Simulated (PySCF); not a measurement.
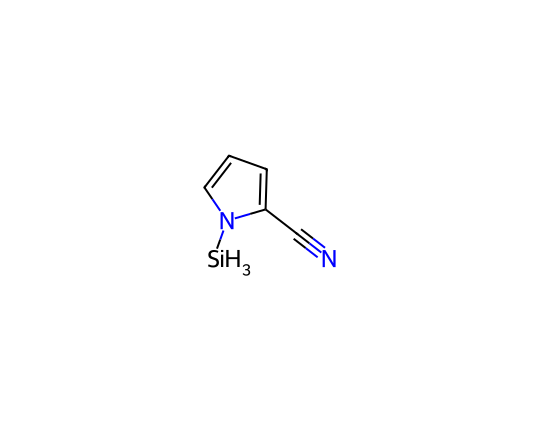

A structural formula.

Give its SMILES.

Answer. N#Cc1cccn1[SiH3]

Give the formula, hydrogens included.

Answer. C5H6N2Si.

An optimisation with PBE0-D3(BJ)/def2-SVP gave a structure of which point group?

Answer. Cs.

The parts below concern this one geometry. Atoms keep their numbers from picture to picture. The computed structure is the end point of a PBE0-D3(BJ)/def2-SVP optimisation. No frequency run is at hand to confirm it as a minimum.

**Geometry**

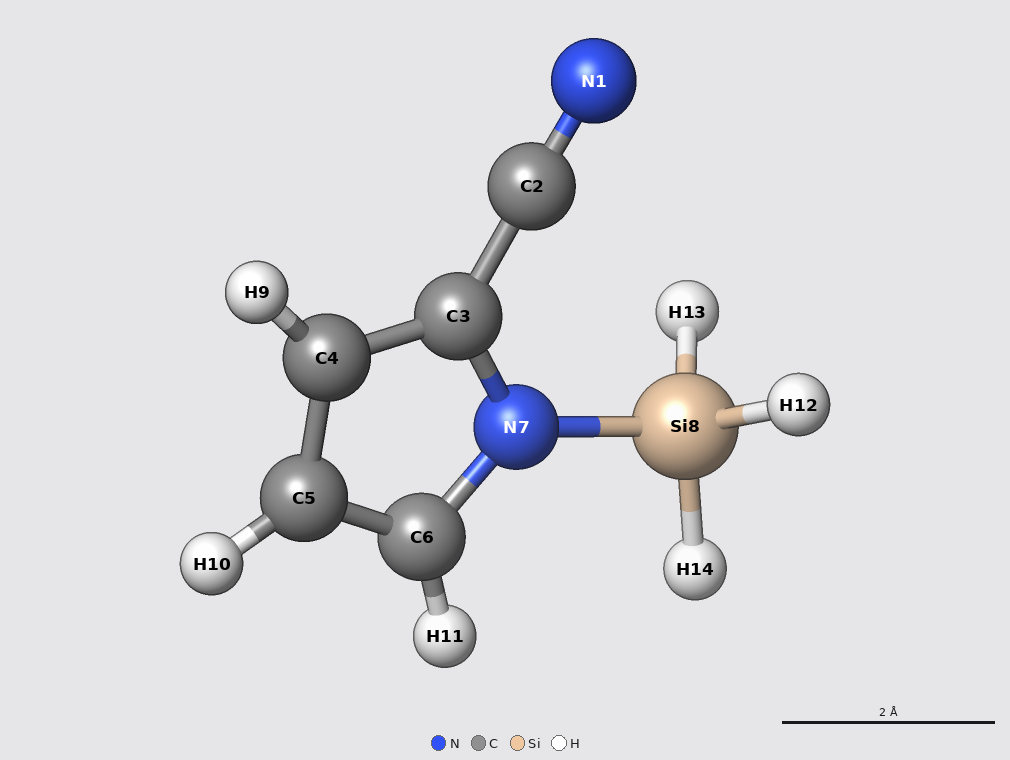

No frequency run is at hand to confirm it as a minimum.

List the bonds and their lengths.

```json
{"bond": "N1–C2", "length (Å)": "1.162", "order": "triple"}
{"bond": "C2–C3", "length (Å)": "1.416", "order": "delocalised"}
{"bond": "C3–C4", "length (Å)": "1.386", "order": "aromatic"}
{"bond": "C3–N7", "length (Å)": "1.387", "order": "aromatic"}
{"bond": "C4–C5", "length (Å)": "1.413", "order": "aromatic"}
{"bond": "C4–H9", "length (Å)": "1.088", "order": "single"}
{"bond": "C5–C6", "length (Å)": "1.380", "order": "aromatic"}
{"bond": "C5–H10", "length (Å)": "1.088", "order": "single"}
{"bond": "C6–N7", "length (Å)": "1.370", "order": "aromatic"}
{"bond": "C6–H11", "length (Å)": "1.089", "order": "single"}
{"bond": "N7–Si8", "length (Å)": "1.789", "order": "single"}
{"bond": "Si8–H12", "length (Å)": "1.487", "order": "single"}
{"bond": "Si8–H13", "length (Å)": "1.486", "order": "single"}
{"bond": "Si8–H14", "length (Å)": "1.487", "order": "single"}
```

**NMR shielding**

The questions are on isotropic NMR shieldings of the H atoms. No frequency run is at hand to confirm it as a minimum. Level of theory: GIAO ωB97X-D/pcSseg-1 NMR shielding, non-relativistic, gas phase (PySCF 2.14.0).

Which H atom is the most shielded (lowest chemical shift)?

Answer. H14 (26.55 ppm).

Which H atom is the least shielded (highest chemical shift)?

Answer. H9 (24.20 ppm).

How wide is the range of H shifts?

Answer. 2.35 ppm.

Give the isotropic NMR shieldings of the H atoms atom by atom.

| atom | σ (ppm) |
| --- | --- |
| H9 | 24.20 |
| H10 | 24.91 |
| H11 | 24.57 |
| H12 | 26.29 |
| H13 | 26.27 |
| H14 | 26.55 |

**Excitation**

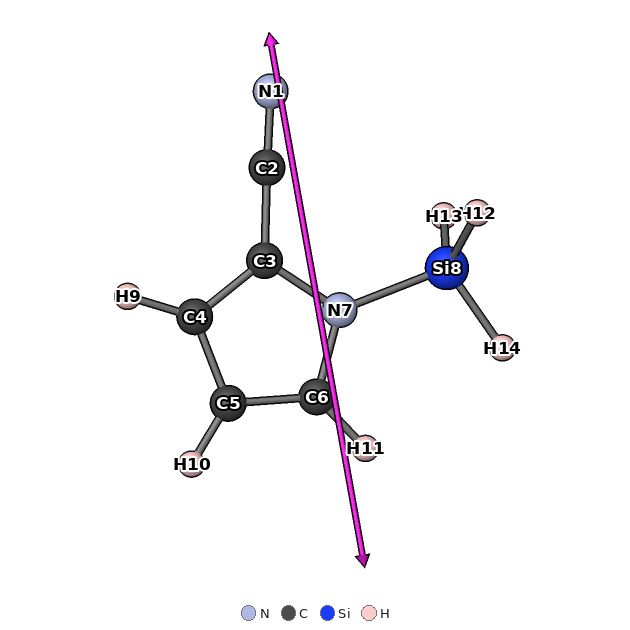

The double arrow shows the direction of the transition dipole to excited singlet state 2 (its length means nothing). No frequency run is at hand to confirm it as a minimum. Level of theory: TDDFT B3LYP/def2-SVPD, vertical, gas phase, core orbitals frozen in the response (PySCF 2.14.0).

How is the transition polarised?

Answer. Close to the long direction N1···C5.

Give its energy, strength and character.

Answer. 5.30 eV (234 nm), oscillator strength 0.24, mainly HOMO → LUMO (weight 0.89); transition dipole 3.49 D.

**Charges**

The questions are on ESP-fitted charges. No frequency run is at hand to confirm it as a minimum. Method: PBE0/pcSseg-1, gas phase (PySCF 2.14.0).

List the ESP-fitted charges.

```json
{"atom": "N1", "value (e)": "−0.45"}
{"atom": "C2", "value (e)": "0.37"}
{"atom": "C3", "value (e)": "−0.09"}
{"atom": "C4", "value (e)": "−0.18"}
{"atom": "C5", "value (e)": "−0.24"}
{"atom": "C6", "value (e)": "−0.17"}
{"atom": "N7", "value (e)": "−0.04"}
{"atom": "Si8", "value (e)": "0.44"}
{"atom": "H9", "value (e)": "0.20"}
{"atom": "H10", "value (e)": "0.19"}
{"atom": "H11", "value (e)": "0.18"}
{"atom": "H12", "value (e)": "−0.06"}
{"atom": "H13", "value (e)": "−0.06"}
{"atom": "H14", "value (e)": "−0.08"}
```
